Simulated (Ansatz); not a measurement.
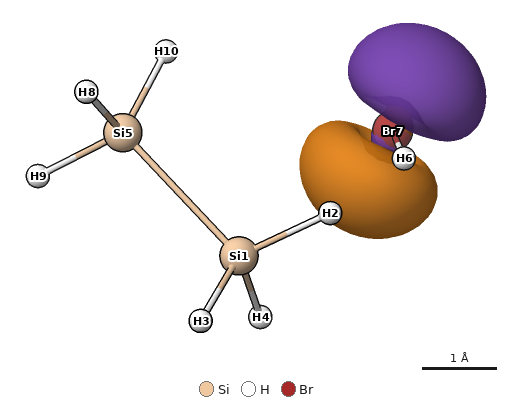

*H₆Si₂···HBr. The HOMO−1 at ±0.2 Å⁻³ᐟ² (orange and purple are the two phases), seen at a tilt.*

Not at a stationary point (largest force 1.1 eV/Å).

Level of theory: RKS PBE0/def2-SVP (Ansatz).

```xyz
10

Si   -0.7670   -0.7837   -0.1842
H     0.0946   -1.2882   -1.2387
H    -1.4160   -1.9643    0.4689
H    -1.8248    0.0702   -0.7993
Si    0.4905    0.3824    1.4212
H     0.5841    0.1203   -2.4518
Br    0.5635    1.5895   -2.5659
H     1.2774   -0.5981    2.2303
H    -0.4328    1.1220    2.3351
H     1.4304    1.3500    0.7843
```

**Describe this orbital and give its energy.**

By Hirshfeld shares it lies mainly on Br7 (about 90 %); largely a lone pair of Br7. Its energy is −8.51 eV.
